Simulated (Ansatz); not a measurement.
# CH2AlO (charge +1): what the fields show

```yaml
atoms:
  - { symbol: C, position_ang: [-1.8548, -0.0695, 1.5619] }
  - { symbol: Al, position_ang: [-0.5329, 0.3179, -0.1468] }
  - { symbol: O, position_ang: [-2.5292, -0.2690, 2.4334] }
  - { symbol: H, position_ang: [-0.3930, 1.8685, -0.1620] }
  - { symbol: H, position_ang: [-0.2294, -1.1037, -0.7048] }
```

Geometry: r2SCAN-D4/def2-SVP.

Computed with isolated molecule in a Gaussian basis; Kohn-Sham density functional theory, functional PBE0 in Ansatz.

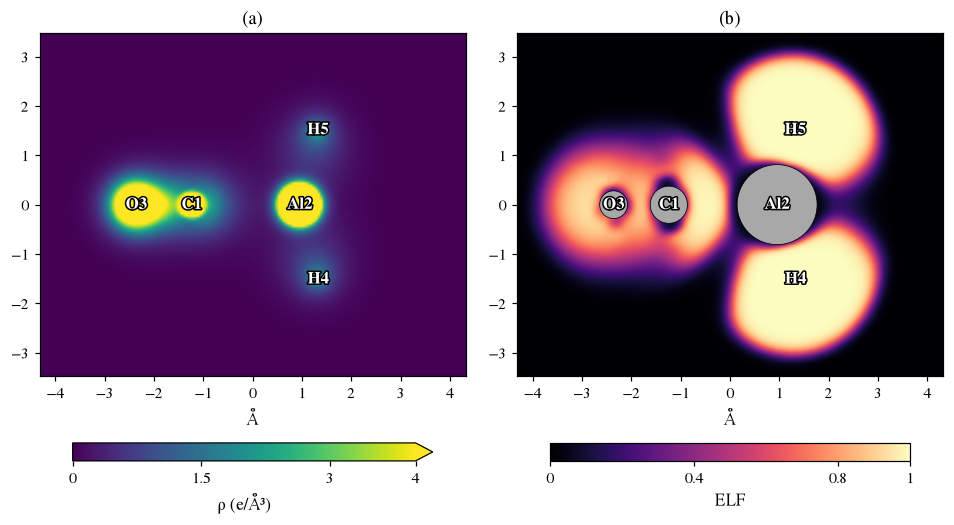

Figure 1. (a) total electron density; (b) electron localisation function on the molecular plane. Grey discs cover the atomic cores in the ELF map.

Describe what can be read from this map.

Answer. Atoms in the plane: C, Al, O and H. C–O (1.12 Å): ρ is about 4.3 e/Å³ halfway; the ELF peaks at about 0.85 between the atoms (a multiple bond). C–Al (2.19 Å): the density is about 0.41 e/Å³ at the midpoint; the ELF peaks at about 1 in the valence shell of C, 0.8 Å from its nucleus, and is about 0.85 at the midpoint. Al–H (1.56 Å): ρ at the midpoint is about 0.61 e/Å³; the ELF climbs to about 1 towards the hydrogen. The ELF also peaks beside O3, away from the bonds: lone-pair regions.

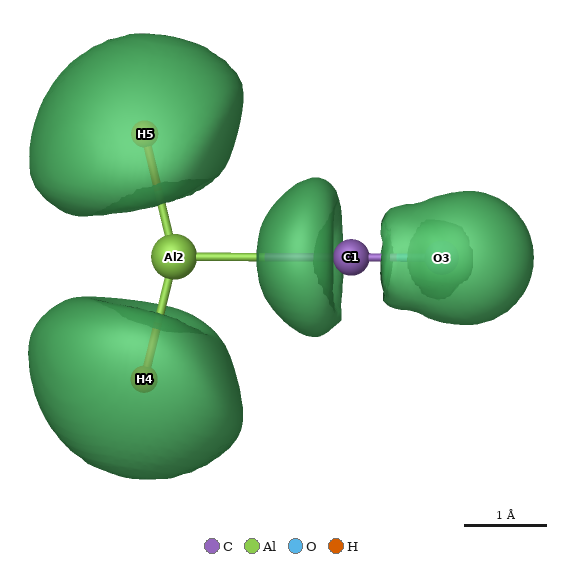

Figure 2. Isosurface of the ELF at 0.75 (green), seen across its widest extent. Only the valence region is drawn (cores and ρ < 0.01 e/Å³ removed).

Identify the bonds, lone pairs and shells in this picture.

Answer. The ELF exceeds this value in two regions around hydrogen nuclei, one lobe of the valence shell of C pointing towards Al (polar bonds) and one region on O in which the atom's valence shell and bonds are merged.

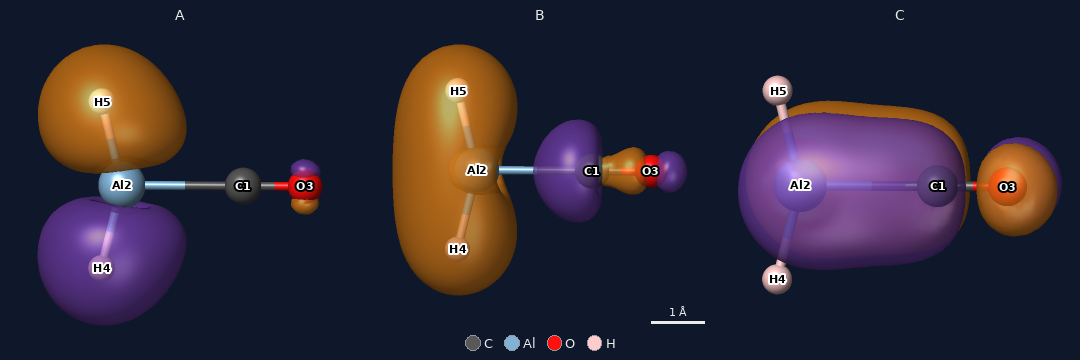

Figure 3. Three frontier orbitals at ±0.1 Å⁻³ᐟ² (orange and purple are the two phases), in no order.

Order the three orbitals by energy and name them.

Answer. B is the HOMO−1 (−16.61 eV). By Hirshfeld shares it lies mainly on Al2 (about 45 %), H4 (about 20 %), H5 (about 20 %) and C1 (about 15 %); it is symmetric in the molecular plane (an in-plane orbital: σ, lone-pair or in-plane π type). A is the HOMO (−15.08 eV). By Hirshfeld shares it lies mainly on Al2 (about 40 %), H4 (about 30 %) and H5 (about 30 %); it is symmetric in the molecular plane (an in-plane orbital: σ, lone-pair or in-plane π type). C is the LUMO (−8.75 eV). It lies mainly on Al2 (about 40 %), C1 (about 35 %) and O3 (about 20 %); it changes sign across the molecular plane (π type); π-bonding across C1–Al2; π-antibonding (a node) across C1–O3.

What is the HOMO–LUMO gap?

Answer. 6.33 eV between the orbital energies.
